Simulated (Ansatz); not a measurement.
# doublet CF3: levels of theory compared

Aim: a comparison of 6 runs (UHF/3-21G, UB3LYP/6-31G*, U-r2SCAN/def2-SVPD, U-r2SCAN0/def2-SVPD, U-wB97X/def2-SVPD, UPBE0/def2-SVPD) of doublet CF3. 

The calculation is run with Ansatz 0.2.0.

2 further runs of the same task are left out: 2 set aside as unsound or not needed.

## 1. Starting point

CF3 has 4 atoms, charge 0, and is taken as a doublet. SMILES of the parent species: `F[C+](F)F`. Geometry: relaxed at PBE0-D4/def2-TZVP. That shape belongs to the parent species and isn't relaxed for this state.

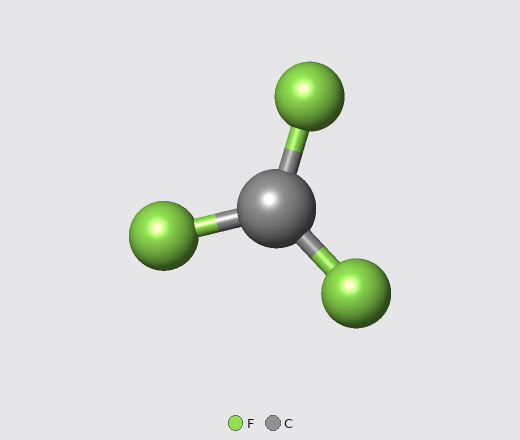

Viewed from a chosen angle; fluorine green, carbon grey.

## 2. The energy at UHF/3-21G (run 1)

Contents of molecule.yaml:

```yaml
crystal:
  periodic: [false, false, false]
  atoms:
    - {symbol: F, position_ang: [0.698600, -0.114600, 1.005400]}
    - {symbol: C, position_ang: [0.000000, 0.000000, -0.000000]}
    - {symbol: F, position_ang: [-0.609500, -0.973400, -0.439400]}
    - {symbol: F, position_ang: [-0.089000, 1.088000, -0.566000]}
basis:
  gaussian: {orbitals: 3-21G.json}
magnetization: {spin_polarized: true, initial_magnetization: 1}
hamiltonian: {xc: hf}
accuracy: high
output: {orbitals: {seedname: orbitals}}
```

The basis set 3-21G is read from a file made from the Basis Set Exchange's data (not shown).

Command:

```
$ ansatz run molecule.yaml --threads 1 --pin off --max-ram 3480MiB --events-out events.jsonl --progress --plain --runs-dir runs
```

What it wrote:

```text
Warning: RAYON_NUM_THREADS=1 ignored (pool sized by the plan → 1); use --threads N
Functional definition: HF
  name "HF"
  exchange = exact_x
  correlation = 0
729 factors; integrals over basis functions are off by at most 3.6e-9 eV
mean field evaluation 1: about -9092.8836 eV, gradient 2.1e1 eV
mean field evaluation 2: about -9092.8914 eV, gradient 2.1e1 eV
mean field evaluation 4: about -9094.8918 eV, gradient 2.1e0 eV
mean field evaluation 8: about -9094.9281 eV, gradient 6.3e-2 eV
mean field -9094.92817862 eV, -334.2324458004 hartree, gradient 3.1e-8 eV, S^2 0.759008; 0 other end points of the search recorded, 0 dependent functions left out
reference -9094.92817862 eV, -334.2324458004 hartree; 17, 16 occupied and 19, 20 virtual orbitals, 729 factors
Total energy: -9094.92817862 eV, -334.2324458004 hartree
```

Run time: 0.28 s. Hardware: 1 thread of Arm Neoverse V1, shared host.

## 3. The energy at UB3LYP/6-31G(d) (spherical functions) (run 2)

Contents of input.yaml:

```yaml
crystal:
  periodic: [false, false, false]
  atoms:
    - {symbol: F, position_ang: [0.698600, -0.114600, 1.005400]}
    - {symbol: C, position_ang: [0.000000, 0.000000, -0.000000]}
    - {symbol: F, position_ang: [-0.609500, -0.973400, -0.439400]}
    - {symbol: F, position_ang: [-0.089000, 1.088000, -0.566000]}
basis:
  gaussian:
    orbitals: 6-31G_st_-spherical.json
magnetization:
  spin_polarized: true
  initial_magnetization: 1
hamiltonian:
  xc: {name: B3LYP}
accuracy: high
output:
  orbitals: {seedname: orbitals}
```

The basis set 6-31G* is read from a file made from the Basis Set Exchange's data (not shown).

Command:

```
$ ansatz run input.yaml --threads 1 --pin off --max-ram 3480MiB --events-out events.jsonl --progress --plain --runs-dir runs
```

What it wrote:

```text
Warning: RAYON_NUM_THREADS=1 ignored (pool sized by the plan → 1); use --threads N
Functional definition: B3LYP
  name "B3LYP"
  parameter a0 = 0.2
  parameter ax = 0.72
  parameter ac = 0.81
  exchange = (1 - a0 - ax)*slater_x + ax*b88_x + a0*exact_x
  correlation = (1 - ac)*vwn_rpa_c + ac*lyp_c
1197 factors; integrals over basis functions are off by at most 3.1e-9 eV
mean field evaluation 1: about -9181.8589 eV, gradient 2.1e1 eV
mean field evaluation 2: about -9181.3518 eV, gradient 2.5e1 eV
mean field evaluation 4: about -9183.0335 eV, gradient 4.4e-1 eV
mean field evaluation 8: about -9183.1923 eV, gradient 1.5e-2 eV
mean field evaluation 16: about -9183.1923 eV, gradient 2.6e-6 eV
mean field -9183.19228254 eV, -337.4760917920 hartree, gradient 2.1e-8 eV, S^2 0.752647; 0 other end points of the search recorded, 0 dependent functions left out
reference -9183.19230105 eV, -337.4760924723 hartree; 17, 16 occupied and 39, 40 virtual orbitals, 1197 factors
Total energy: -9183.19230105 eV, -337.4760924723 hartree
```

It took 4.8 s on 1 thread of Arm Neoverse V1, shared host; peak memory 0.2 GiB.

Runs 3 to 5 aren't shown in full; the table further down has their settings and results.

## 4. The energy at UPBE0/def2-SVPD (run 6)

Contents of input.yaml:

```yaml
basis:
  gaussian: {orbitals: def2-SVPD}
crystal:
  periodic: [false, false, false]
  atoms:
    - {symbol: F, position_ang: [0.698600, -0.114600, 1.005400]}
    - {symbol: C, position_ang: [0.000000, 0.000000, -0.000000]}
    - {symbol: F, position_ang: [-0.609500, -0.973400, -0.439400]}
    - {symbol: F, position_ang: [-0.089000, 1.088000, -0.566000]}
magnetization: {spin_polarized: true, initial_magnetization: 1}
hamiltonian: {xc: {name: PBE0}}
accuracy: high
output: {orbitals: {seedname: orbitals}}
```

Command:

```
$ ansatz run input.yaml --threads 1 --pin off --max-ram 3480MiB --events-out events.jsonl --progress --plain --runs-dir runs
```

What it wrote:

```text
Warning: RAYON_NUM_THREADS=1 ignored (pool sized by the plan → 1); use --threads N
Functional definition: PBE0
  name "PBE0"
  parameter a = 0.25
  parameter kappa = 0.804
  parameter beta = 0.06672455060314922
  exchange = (1 - a)*pbe_x(kappa = kappa, mu = beta*pi^2/3) + a*exact_x
  correlation = pbe_c(beta = beta)
1754 factors; integrals over basis functions are off by at most 2.5e-9 eV
mean field evaluation 1: about -9167.2910 eV, gradient 2.1e1 eV
mean field evaluation 2: about -9166.9079 eV, gradient 2.4e1 eV
mean field evaluation 4: about -9168.5070 eV, gradient 4.9e-1 eV
mean field evaluation 8: about -9168.6951 eV, gradient 1.7e-2 eV
mean field evaluation 16: about -9168.6951 eV, gradient 5.7e-6 eV
mean field -9168.69513824 eV, -336.9433315655 hartree, gradient 5.5e-8 eV, S^2 0.753329; 0 other end points of the search recorded, 0 dependent functions left out
reference -9168.69514058 eV, -336.9433316517 hartree; 17, 16 occupied and 72, 73 virtual orbitals, 1754 factors
Total energy: -9168.69514058 eV, -336.9433316517 hartree
```

Run time: 7.2 s. Hardware: 1 thread of Arm Neoverse V1, shared host; peak memory 0.32 GiB.

## 5. The series

| run | level | energy (Eh) | HOMO energy (eV) | LUMO energy (eV) | ⟨S²⟩ | wall time |
| --- | --- | --- | --- | --- | --- | --- |
| 1 | UHF/3-21G | -334.232446 | -8.58 | 6.56 | 0.759 | 0.28 s |
| 2 | UB3LYP/6-31G* (spherical functions) | -337.476092 | -3.12 | 1.27 | 0.753 | 4.8 s |
| 3 | U-r2SCAN/def2-SVPD | -337.117602 | -2.91 | 0.06 | 0.755 | 15 s |
| 4 | U-r2SCAN0/def2-SVPD | -337.076325 | -4.56 | 0.60 | 0.756 | 14 s |
| 5 | U-wB97X/def2-SVPD | -337.188460 | -6.63 | 2.19 | 0.753 | 27 s |
| 6 | UPBE0/def2-SVPD | -336.943332 | -4.18 | 0.21 | 0.753 | 7.2 s |

## 6. Outcome

| quantity | value |
| --- | --- |
| run 6: total energy | -336.94333 Eh |
| run 6: HOMO energy (highest over α and β) | -4.18 eV |
| run 6: LUMO energy (lowest over α and β) | 0.21 eV |
| run 6: ⟨S²⟩ | 0.753 |

Totals of different functionals can't be ranked against each other. All runs together took 69 s, the longest 27 s.
